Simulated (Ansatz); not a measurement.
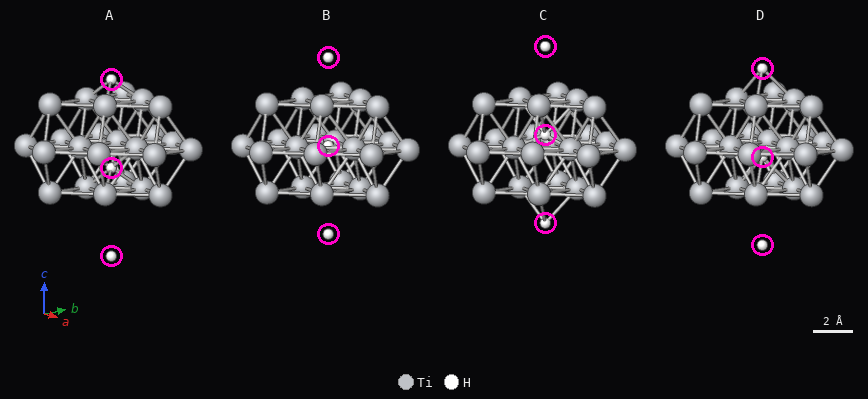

4 geometries from a converged minimum-energy path of Ti with an interstitial H (13 atoms in the cell), shuffled. The picture is a ball-and-stick view of the atoms within 4.8 Å of the middle of the path, seen slightly off an axis. The moving atom is ringed, with any periodic copies. Bonds to atoms that aren't drawn are left out.

All numbers below come from DFT PBE, scalar-relativistic, plane waves, PAW (Ansatz 0.2.0). Settings: plane-wave cutoff 420 eV; k-point mesh 4 × 3 × 5; Fermi-Dirac smearing 0.15 eV; 3 movable images; climbing image; force threshold 0.05 eV/Å; iteration limit 80; spring constant 2.0 eV/Å²; starting path by straight interpolation.

Which frame is the top of the path?

Answer. B. In order along the path, whose images run from 0 to 4: C (image 1, +0.37 eV), B (image 2, +0.66 eV), D (image 3, +0.37 eV), A (image 4, 0.00 eV). The H atom travels furthest, 2.33 Å from end to end, along −c, on a straight line. At the highest image its nearest neighbour (Ti) is 1.76 Å away, against 2.09 Å at the start, and the surrounding atoms stand up to 0.04 Å off the mean of their end positions.

Limits of the set-up: the periodic images lie only 4.7 Å apart, so the values are limited by the cell's size.

The run took 5.3 min on 4 threads of INTEL(R) XEON(R) PLATINUM 8581C CPU @ 2.10GHz (Emerald Rapids), with other jobs on the host, peak memory 2.5 GiB.
